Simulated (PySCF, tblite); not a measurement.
# C₄N₄S: geometry, infrared bands and NMR shifts

Aim: predict the infrared bands and NMR shifts of C₄N₄S (`N#Cc1nnsc1C#N`).

Programs: tblite 0.8.0 and PySCF 2.14.0, with density-fitted response routines of our own. Each step states its level of theory. These are calculated values for one molecule in the gas phase, unless marked as measured. Atoms count from 0, in the outputs and in this text.

### 1 The starting structure

9 atoms, charge 0, multiplicity 1; geometry from: force field or distance geometry start.

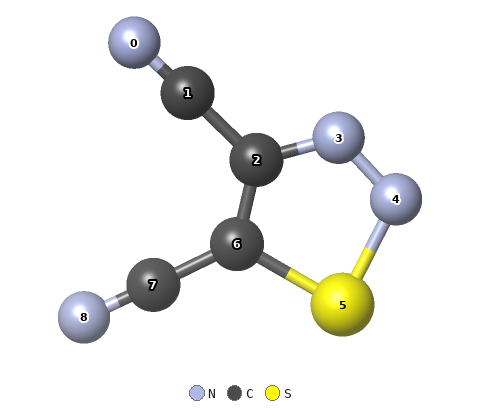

The starting geometry (nitrogen light blue, carbon dark grey, sulfur yellow), atoms numbered.

### 2 Geometry optimisation with GFN2-xTB

Job settings and geometry (Å):

```
{"job": {"kind": "relax", "xc": "GFN2-xTB", "basis": "xTB"}, "charge": 0, "multiplicity": 1}
N     -2.286200     1.703900     0.393000
C     -1.258600     1.261300     0.214000
C      0.080100     0.665500    -0.012000
N      1.127200     1.430900    -0.219900
N      2.274600     0.849800    -0.410900
S      2.075200    -0.971500    -0.377900
C      0.251600    -0.664400    -0.046500
C     -0.718400    -1.709900     0.143800
N     -1.532000    -2.559600     0.291300
```

Started as:

```
$ OMP_NUM_THREADS=1 python probes_run.py task.json out
```

This one command runs all jobs of the session in turn.

**Question.** This job is followed by: GFN2-xTB harmonic vibrations, gas phase; GIAO PBE0/pcSseg-1 NMR shielding, non-relativistic, gas phase. What will the session give for the following? strongest single infrared mode (GFN2-xTB); zero-point energy (GFN2-xTB); ¹³C shifts against TMS (PBE0/pcSseg-1); ¹⁵N shifts against NH3 (PBE0/pcSseg-1); ³³S shifts against CS2 (PBE0/pcSseg-1).

As calculated:

| quantity | value |
| --- | --- |
| strongest single infrared mode (GFN2-xTB) | 1397 cm⁻¹, 138 km/mol |
| zero-point energy (GFN2-xTB) | 24.5 kcal/mol |
| ¹³C shifts against TMS (PBE0/pcSseg-1) | 146.1, 140.2, 114.8, 113.1 ppm |
| ¹⁵N shifts against NH3 (PBE0/pcSseg-1) | 478.4, 471.8, 369.9, 343.5 ppm |
| ³³S shifts against CS2 (PBE0/pcSseg-1) | 590 ppm |

In words: Over 29 steps the energy fell by 0.902 eV; of the close pairs, N4–S5 changed most, 1.832 to 1.651 Å. All 21 modes are real, so the xTB geometry is a minimum. The strongest single mode, at 1397 cm⁻¹, moves mainly N4 and N3. GFN2-xTB is a fitted tight-binding method: band positions and strengths are rough. Its intensities can rank the bands wrongly. At PBE0/pcSseg-1: The widest tensor belongs to N3: span 777 ppm, with a paramagnetic part of -532 ppm. NICS(1)zz of -31 ppm above the planar ring from C2 marks a diatropic (aromatic) ring current.
